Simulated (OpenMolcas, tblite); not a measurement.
B2NH5 (SMILES BNB): the HOMO–LUMO gap, rung by rung

B2NH5: 8 atoms, total charge 0, spin state singlet. SMILES: `BNB`. The coordinates come from a PBE0-D4/def2-TZVP relaxation.

Quantity: the HOMO–LUMO gap, in eV. The values are calculated.

| level | kind | program | value (eV) | CPU time |
| --- | --- | --- | --- | --- |
| GFN2-xTB | semi-empirical | tblite | 4.45 | under 2 s |
| IPEA1-xTB | semi-empirical | tblite | 6.19 | under 2 s |
| HF/aug-cc-pVDZ | Hartree–Fock | OpenMolcas | 13.68 | 14 s |
| SVWN5/aug-cc-pVDZ | LDA | OpenMolcas | 5.03 | 36 s |
| PBE/aug-cc-pVDZ | GGA | OpenMolcas | 5.31 | 49 s |
| revPBE/aug-cc-pVDZ | GGA | OpenMolcas | 5.41 | 54 s |
| TPSS/aug-cc-pVDZ | meta-GGA | OpenMolcas | 5.84 | 71 s |
| PBE0/aug-cc-pVDZ | global hybrid | OpenMolcas | 7.78 | 47 s |
| B2PLYP/aug-cc-pVDZ | double hybrid | OpenMolcas | 10.51 | 35 s |

The values span 4.45 to 13.68 eV. Orbital gaps aren't excitation energies, and those of double hybrids come from the SCF part alone; they tend to grow with the share of exact exchange. Times are those of the runs behind each value, whatever else they computed, on shared processors of several kinds: orders of magnitude only.

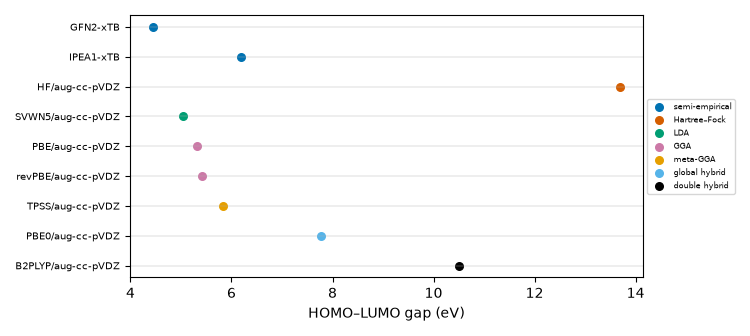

The values of the table, level by level.
